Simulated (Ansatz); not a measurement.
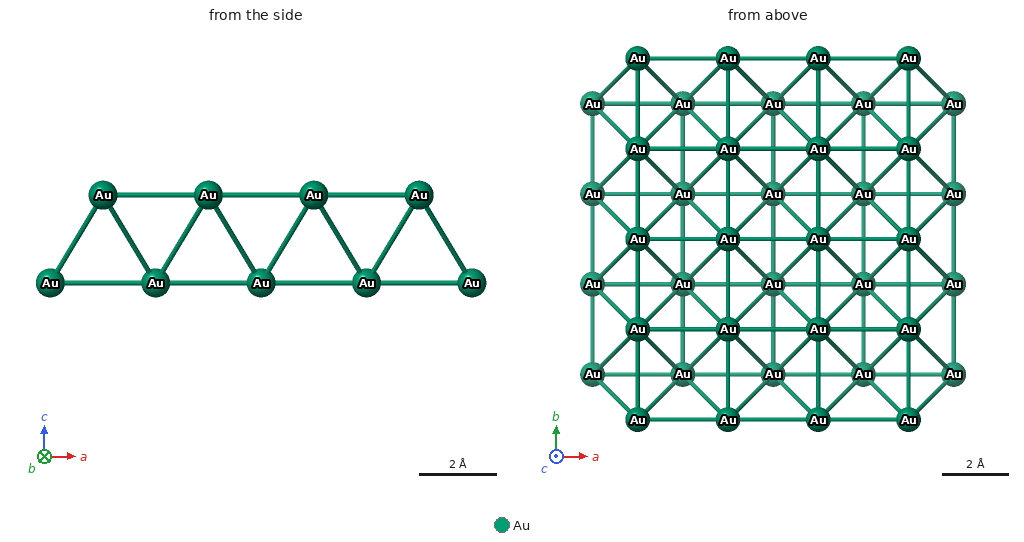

A ball-and-stick picture of a periodic sheet, seen from the side and from above. The surface normal points up in side views; the vacuum is left out. 4×4 cells are drawn in the plane, with atoms at the edges repeated.

The cell holds 2 Au.

Q: What is its extent along the surface normal?

A: About 2.3 Å from the lowest to the highest atom.

Q: Name the atomic layers in order from the top face down.

A: Two planes: Au / Au.

Q: What bonds hold it together?

A: The coordination shell of Au holds eight Au at about 2.7 to 3.0 Å. The bonds build Au layers parallel to the surface.

The structure comes from a structure type filled with this element by a generator (whether the element takes this form wasn't checked). Relaxation method: DFT PBE, scalar-relativistic, plane waves, PAW (Ansatz).
